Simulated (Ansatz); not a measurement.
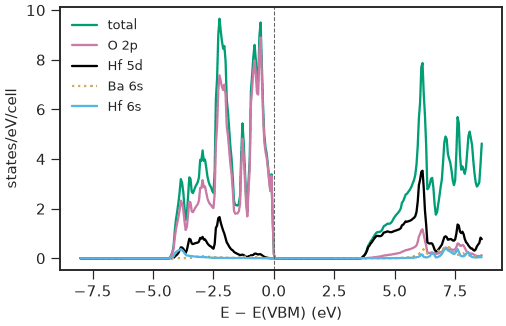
Total and projected density of states of BaHfO3 (cubic perovskite, space group No. 221), DFT-PBE in the program Ansatz with PAW potentials

Question: Which orbitals carry the states next to the gap?

Answer: Top 1 eV of the valence band: O 2p 94 %. Bottom 1 eV of the conduction band: Hf 5d 85 %, O 2p 6 %, outside the projected shells 9 %. Projections are on Löwdin-orthogonalised atomic valence shells; empty p or d shells of many metals are not among them.

Question: Where is the tallest occupied peak in this window, and what makes it?

Answer: Near -2.2 eV, about 9.7 states/eV per cell; the largest projected share is O 2p.

Space group Pm-3m (cubic perovskite). The PBE relaxation kept the symmetry of its start. The run is not spin-polarised. Spin–orbit coupling is left out wherever it is not named.

Potentials: the earlier of the program's two PAW sets.
